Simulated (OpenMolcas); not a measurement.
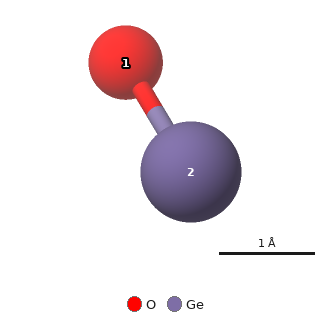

*The structure as given in the input (ball-and-stick view, seen at an oblique angle; atoms are numbered from 1 in the order of the input). Sticks mark near contacts.*

## Energy and gradient calculation, with input and output: GeO

GeO, SMILES [O]=[Ge], computed with B3LYP/6-31G*, RKS (OpenMolcas 26.06).

The geometry comes from this level: PBE0-D4/def2-TZVP.

### What the program printed
```
--- Start Module: gateway ---

                                              &GATEWAY

                       available to each process: 1.9 GB of memory, 1 thread

 Basis Set     1 Label: O.6-31GS
 Basis set is read from library:.
 basistype.tbl is not found

 Basis Set     2 Label: GE.6-31GS
 Basis set is read from library:.
 basistype.tbl is not found

++    Symmetry information:
      ---------------------

                    Character Table for C1

                             E
                    a        1  x, y, xy, Rz, z, xz, Ry, yz, Rx, I
--

++    Basis set information:
      ----------------------

      Basis set label: O.6-31GS.........

      Electronic valence basis set:
      ------------------
      Associated Effective Charge   8.000000 au
      Associated Actual Charge      8.000000 au
      Nuclear Model: Point charge

      Shell  nPrim  nBasis  Cartesian Spherical Contaminant
         s      10       3        X
         p       4       2        X
         d       1       1        X

      Basis set label: GE.6-31GS.........

      Electronic valence basis set:
      ------------------
      Associated Effective Charge  32.000000 au
      Associated Actual Charge     32.000000 au
      Nuclear Model: Point charge

      Shell  nPrim  nBasis  Cartesian Spherical Contaminant
         s      22       5        X
         p      16       4        X
         d       5       3        X
--

++    Molecular structure info:
      -------------------------

                    ************************************************
                    **** Cartesian Coordinates / bohr, angstrom ****
                    ************************************************

     Center  Label                x              y              z                     x              y              z
        1      O1               0.000000       0.000000      -0.043539              0.000000       0.000000      -0.023040
        2      GE2              0.000000       0.000000       3.022674              0.000000       0.000000       1.599530
--

            Nuclear Potential Energy             83.49061421 au

--- Stop Module: gateway /rc=_RC_ALL_IS_WELL_ ---

--- Start Module: seward ---

                                              &SEWARD

                       available to each process: 1.9 GB of memory, 1 thread

               SEWARD will generate:
                  Multipole Moment integrals up to order  2
                  Kinetic Energy integrals
                  Nuclear Attraction integrals (point charge)
                  One-Electron Hamiltonian integrals
                  Velocity integrals
                  Orbital angular momentum around (  0.0000   0.0000   2.4772 )
                  Velocity quadrupole around (  0.0000   0.0000   2.4772 )
                  Two-Electron Repulsion integrals

                   Integrals are discarded if absolute value <: 1.00E-14
                   Integral cutoff threshold is set to       <: 1.00E-16

            Nuclear Potential Energy             83.49061421 au

      Basis set specifications :
      Symmetry species         a
      Basis functions           50

--- Stop Module: seward /rc=_RC_ALL_IS_WELL_ ---

--- Start Module: scf ---

                                                &SCF

                       available to each process: 1.9 GB of memory, 1 thread

 ###############################################################################
 ###     Minimized-density-differences option turned off!                    ###
 ###############################################################################
++    Input section:
      --------------

      Header of the integral files:

      Cartesian coordinates in angstrom:
      -----------------------------------------------------
      No.  Label        X            Y            Z
      -----------------------------------------------------
       1   O1         0.00000000   0.00000000  -0.02304000
       2   GE2        0.00000000   0.00000000   1.59953000
      -----------------------------------------------------
      Nuclear repulsion energy =   83.49061421
--

++    Orbital specifications:
      -----------------------

      Symmetry species               1
                                     a
      Frozen orbitals                0
      Occupied orbitals             20
      Secondary orbitals            30
      Deleted orbitals               0
      Total number of orbitals      50
      Number of basis functions     50
--

      Molecular charge                           0.000

      Numerical integration parameters
      --------------------------------
      Radial quadrature type:                         MHL
      Size of radial grid:                            99
      Lebedev angular grid:                           41
      Angular grid pruned with the crowding factor:  1.00E+10
                                 and fading factor:  1.00E+01
      Screening threshold for integral computation:   1.00E-11
      Radial quadrature accuracy:                     1.00E-25
      Maximum batch size:                             128
      AO values are stored on disk
      The same grid will be used for all iterations.

      DFT functional specifications
      -----------------------------
      Using Libxc version: 6.2.2
      Please cite the following reference:
      S. Lehtola, C. Steigemann, M. J.T. Oliveira, and M. A.L. Marques.,  SoftwareX 7, 1–5 (2018) doi:10.1016/j.softx.2017.11.002

      * B3LYP

++    Optimization specifications:
      ----------------------------

      SCF Algorithm: Conventional
      D(i)-D(i-1) density differences are used
      Number of density matrices in core                 5
      Maximum number of NDDO SCF iterations            400
      Maximum number of HF SCF iterations              400
      Threshold for SCF energy change             1.00E-10
      Threshold for density matrix                1.00E-07
      Threshold for Fock matrix                   1.00E-07
      Threshold for linear dependence             1.00E-09
      Threshold at which DIIS is turned on        1.50E-01
      Maximum depth in the DIIS procedure                5
      Maximum depth in the BFGS Hessian update          30
      Threshold at which QNR/C2DIIS is turned on  7.50E-02
      Threshold for Norm(delta) (QNR/C2DIIS)      1.00E-05
      All orbitals punched on: SCFORB
--

      Input vectors read from INPORB
      Orbital file label: *Guess orbitals

++ Convergence information
                                   B3LYP      iterations: Energy and convergence statistics

Iter     Tot. B3LYP      One-elec.       Two-elec.     Energy      Max Dij or  Max Fij      DNorm      TNorm      AccCon     Time
         Energy          Energy          Energy        Change      Delta Norm                                                in Sec.

 The total and one-electron energies are shifted by a value of      2000. a.u.

   1  -151.408489774 -1239.286854864  1004.387750880   0.00E+00    7.67E-01*   1.74E+00*    1.14E+01   5.00E+02   None         0.
   2  -147.440956386 -1224.920347176   993.988776580   3.97E+00*   3.59E-01*   1.05E-01*    6.63E+00   4.99E+02   EDIIS        0.
   3  -151.803275783 -1230.259676410   994.965786417  -4.36E+00*   4.51E-01*   1.01E-01*    4.14E+00   4.99E+02   EDIIS        0.
   4  -151.651677990 -1236.795705930  1001.653413730   1.52E-01*   8.27E-02*   5.21E-02*    1.61E+00   5.00E+02   EDIIS        0.
   5  -151.984194071 -1235.481719434  1000.006911152  -3.33E-01*   3.88E-02*   2.64E-02*    3.50E-01   5.00E+02   c2DIIS       0.
   6  -151.991706123 -1232.687982679   997.205662345  -7.51E-03*   7.36E-02*   2.85E-02*    1.50E-01   4.99E+02   QNRc2DIIS    0.
   7  -151.985577109 -1235.863772017  1000.387580698   6.13E-03*   6.23E-02*   2.97E-02*    2.18E-01   5.00E+02   QNRc2DIIS    0.
   8  -151.992612871 -1235.084540606   999.601313525  -7.04E-03*   1.60E-02*   2.09E-02*    1.78E-01   5.00E+02   QNRc2DIIS    0.
   9  -151.994009562 -1234.106570595   998.621946823  -1.40E-03*   1.49E-03*   5.58E-04*    5.68E-02   5.00E+02   QNRc2DIIS    0.
  10  -151.994014588 -1234.114866777   998.630237978  -5.03E-06*   1.13E-04*   1.63E-04*    6.45E-03   5.00E+02   QNRc2DIIS    0.
  11  -151.994014700 -1234.114349201   998.629720291  -1.12E-07*   4.14E-04*   1.27E-04*    3.58E-04   5.00E+02   QNRc2DIIS    0.
  12  -151.994014877 -1234.111759629   998.627130542  -1.77E-07*   9.02E-06    4.51E-06*    1.35E-03   5.00E+02   QNRc2DIIS    0.
  13  -151.994014877 -1234.111988311   998.627359224  -1.11E-10*   3.00E-06    1.91E-06*    4.38E-05   5.00E+02   QNRc2DIIS    0.
  14  -151.994014877 -1234.111919224   998.627290137  -2.96E-11    1.37E-07    9.56E-08     1.41E-05   5.00E+02   QNRc2DIIS    0.

       Convergence after  14 Iterations
--

 *****************************************************************************************************************************
 *                                             SCF/KS-DFT Program, Final results                                             *
 *                                                       Final Results                                                       *
 *****************************************************************************************************************************

::    Total KS-DFT energy                           -2151.9940148768
      One-electron energy                           -3234.1119192237
      Two-electron energy                             998.6272901366
      Nuclear repulsion energy                         83.4906142103
      Kinetic energy (interpolated)                  2146.3982893019
      Virial theorem                                    1.0026070304
      Total spin, S(S+1)                                0.0000000000
      Total spin, S                                     0.0000000000
      Max non-diagonal density matrix element           0.0000001294
      Max non-diagonal Fock matrix element              0.0000000282

      All orbitals with orbital energies smaller than  E(LUMO)+0.5 are printed

++    Molecular orbitals:
      -------------------

      Title: RKS-DFT orbitals

      Molecular orbitals for symmetry species 1: a

          Orbital            1         2         3         4         5         6         7         8         9        10
          Energy         -398.7775  -49.8346  -44.3600  -44.3600  -44.3565  -19.1451   -6.2595   -4.4322   -4.4322   -4.4236
          Occ. No.          2.0000    2.0000    2.0000    2.0000    2.0000    2.0000    2.0000    2.0000    2.0000    2.0000

          Orbital           11        12        13        14        15        16        17        18        19        20
          Energy           -1.2399   -1.2356   -1.2356   -1.2292   -1.2292   -0.9143   -0.4616   -0.3144   -0.3144   -0.3025
          Occ. No.          2.0000    2.0000    2.0000    2.0000    2.0000    2.0000    2.0000    2.0000    2.0000    2.0000

          Orbital           21        22        23        24        25        26        27
          Energy           -0.0774   -0.0774    0.0358    0.1010    0.1804    0.1804    0.3007
          Occ. No.          0.0000    0.0000    0.0000    0.0000    0.0000    0.0000    0.0000

--

++    Molecular charges:
      ------------------

      Mulliken charges per centre and basis function type
      ---------------------------------------------------

                O1      GE2
      1s       3.9132  7.8690
      2px      1.5266  4.4323
      2pz      1.4956  4.6811
      2py      1.5266  4.4323
      d200    -0.0086  1.3541
      d110     0.0000  2.0000
      d101     0.0054  2.0357
      d020    -0.0086  1.3541
      d011     0.0054  2.0357
      d002     0.0259  1.3242
      Total    8.4815 31.5185

      N-E     -0.4815  0.4815

      Total electronic charge=   40.000000

      Total            charge=   -0.000000
--

++    Molecular properties:
      ---------------------

      Charge (e):
                      =   -0.0000
      Dipole Moment (debye):
      Origin of the operator (angstrom)=    0.0000    0.0000    1.3109
                   X= -2.7595E-15               Y= -3.3721E-15               Z=  2.9073E+00           Total=  2.9073E+00
      Quadrupole Moment (debye*angstrom):
      Origin of the operator (angstrom)=    0.0000    0.0000    1.3109
                  XX= -2.0374E+01              XY= -1.0948E-14              XZ=  9.5865E-15              YY= -2.0374E+01
                  YZ=  1.8576E-16              ZZ= -2.6089E+01
      In traceless form (debye*angstrom)
                  XX=  2.8576E+00              XY= -1.6422E-14              XZ=  1.4380E-14              YY=  2.8576E+00
                  YZ=  2.7864E-16              ZZ= -5.7153E+00
--

--- Stop Module: scf /rc=_RC_ALL_IS_WELL_ ---
--- Module scf spent 3 seconds ---

--- Start Module: alaska ---

                                              &ALASKA

                       available to each process: 1.9 GB of memory, 1 thread

                     Threshold for contributions to the gradient: 1.000E-07

                    ********************************************
                    * Symmetry Adapted Cartesian Displacements *
                    ********************************************

           Irreducible representation : a
           Basis function(s) of irrep: x, y, xy, Rz, z, xz, Ry, yz, Rx, I

 Basis Label        Type   Center Phase
   1   O1           x         1     1
   2   O1           y         1     1
   3   O1           z         1     1
   4   GE2          x         2     1
   5   GE2          y         2     1
   6   GE2          z         2     1

                     No automatic utilization of translational and rotational invariance of the energy is employed.

 Rotational correction to the DFT gradient is turned off due to close-to-degeneracy problems!

 DFT contribution computed for a moving grid.

 Conventional ERI gradients!

 **************************************************
 *              Molecular gradients               *
 **************************************************

  Irreducible representation: a
 ------------------------------------------------------------------------------------------
                              X                       Y                       Z
 ------------------------------------------------------------------------------------------
  O1               -1.70261239655076E-15    2.17639351329552E-15    1.27473877772957E-02
  GE2               1.70721093842139E-15   -2.17683611427354E-15   -1.27473877772957E-02
 ------------------------------------------------------------------------------------------

--- Stop Module: alaska /rc=_RC_ALL_IS_WELL_ ---
--- Module alaska spent 1 second ---

.##################.
.# Happy landing! #.
.##################.

    Timing: Wall=5.65 User=4.69 System=0.91
```

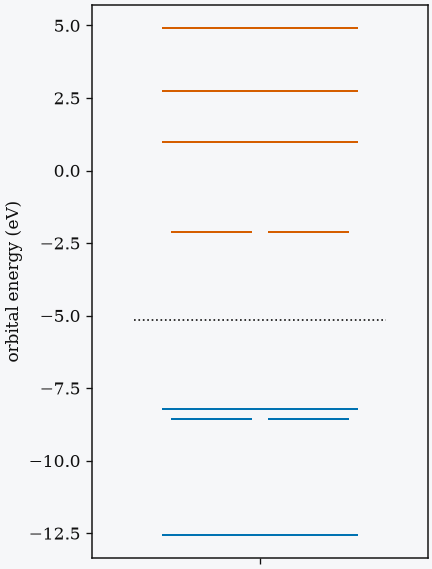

*Orbital energies near the frontier; the dotted line parts filled from empty levels, and levels within 0.02 eV of each other stand side by side.*

Highest filled −8.23 eV, lowest empty −2.11 eV, 6.12 eV apart.

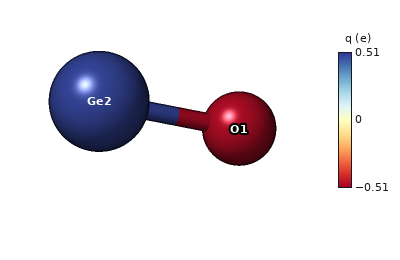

*Mulliken charges, as the colour of each atom (ball-and-stick view, seen at a tilt; atoms are numbered from 1 in the order of the input).*

By element: O −0.48 and Ge +0.48 e.

The run was set up as follows.

### The input
```
&GATEWAY
 BasLib=$CurrDir
 Coord
 2
 angstrom
 O        0.000000       0.000000      -0.023040
 Ge       0.000000       0.000000       1.599530
 Basis=6-31Gs
 Group=NoSym

&SEWARD
 GridInput
 Grid=UltraFine
 End of Grid

&SCF
 KSDFT=B3LYP
 Thresholds=1e-10 1e-07 1e-07 1e-05
 PrOrbitals=1 1

&ALASKA
```

Command:
```bash
export MOLCAS_MEM=1860
pymolcas mol.input > mol.log
```

### Results in brief

```tsv
quantity	value
outcome	converged
total energy	−2151.994015 hartree
basis functions	50
largest force	0.655 eV/Å
HOMO	−8.23 eV
LUMO	−2.11 eV
dipole moment	2.91 debye
hardware	1 thread of Arm Neoverse V2, 24 GiB of memory available, shared host
wall time	6 s
peak memory	0.38 GiB
```
